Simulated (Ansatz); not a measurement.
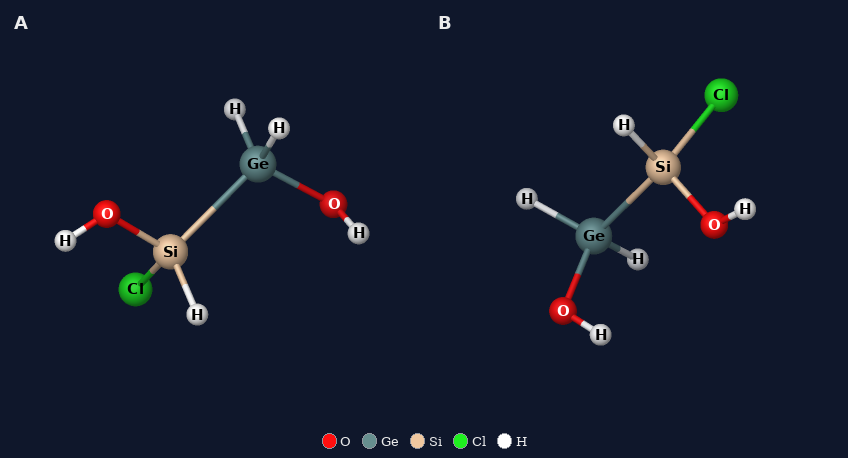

2 stationary structures of one formula. Geometries: PBE0-D4/def2-TZVP. Electronic energies: PBE-D4/def2-TZVPP (Ansatz 0.2.0), without zero-point energy. No frequency run is at hand to confirm each as a minimum.

Question: Are they conformers, stereoisomers or constitutional isomers?

Answer: They are conformers of ClGeH5O2Si: `[OH][GeH2][Si@@H](O)Cl`.

Question: Which is lowest in energy, and by how much?

Answer: B is lowest; A lies 0.9 kcal/mol above it.

Give E(B) − E(A) in kcal/mol at these levels too: PBE-D4/def2-TZVPP; RHF-MP2 (frozen core)/def2-QZVPP; PBE0-D4/def2-TZVPP; ωB97M-V/def2-TZVPP; CCSD(T)/CBS (MP2 limit from def2-TZVPP and def2-QZVPP plus CCSD(T) − MP2); r2SCAN-D4/def2-TZVPP; B3LYP-D4/def2-TZVPP; ωB97X-V/def2-TZVPP.

```json
{"level": "PBE-D4/def2-TZVPP", "E(B) − E(A) (kcal/mol)": "−0.9"}
{"level": "RHF-MP2 (frozen core)/def2-QZVPP", "E(B) − E(A) (kcal/mol)": "−0.9"}
{"level": "PBE0-D4/def2-TZVPP", "E(B) − E(A) (kcal/mol)": "−0.9"}
{"level": "ωB97M-V/def2-TZVPP", "E(B) − E(A) (kcal/mol)": "−0.9"}
{"level": "CCSD(T)/CBS (MP2 limit from def2-TZVPP and def2-QZVPP plus CCSD(T) − MP2)", "E(B) − E(A) (kcal/mol)": "−0.8"}
{"level": "r2SCAN-D4/def2-TZVPP", "E(B) − E(A) (kcal/mol)": "−0.9"}
{"level": "B3LYP-D4/def2-TZVPP", "E(B) − E(A) (kcal/mol)": "−0.9"}
{"level": "ωB97X-V/def2-TZVPP", "E(B) − E(A) (kcal/mol)": "−0.9"}
```
